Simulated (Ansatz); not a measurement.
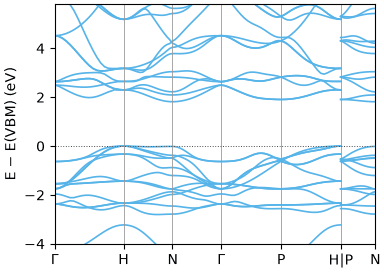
*Band structure from DFT-r²SCAN in the program Ansatz with PAW potentials*

### Question
Read off the gap and where the band edges lie.

### Answer
About 1.8 eV (1.81 eV by a search for the band edges); maximum at H, minimum at N.

The material is Tl$_{3}$VSe$_{4}$ in space group I-43m (No. 217; V on 2a, Tl on 6b, Se on 8c).

The first step of the workflow began from a Materials Project structure, measured or hypothetical; the Crystallography Open Database copy checked does not list it. Whether it is the stable phase at ambient conditions was not checked. The cell was relaxed with r²SCAN under the symmetry of its start; whether a distortion lowers the energy is not shown. The run is not spin-polarised. Scalar-relativistic: spin–orbit coupling is off unless named, which matters more the heavier the elements.

Potentials: the later of the program's two PAW sets.
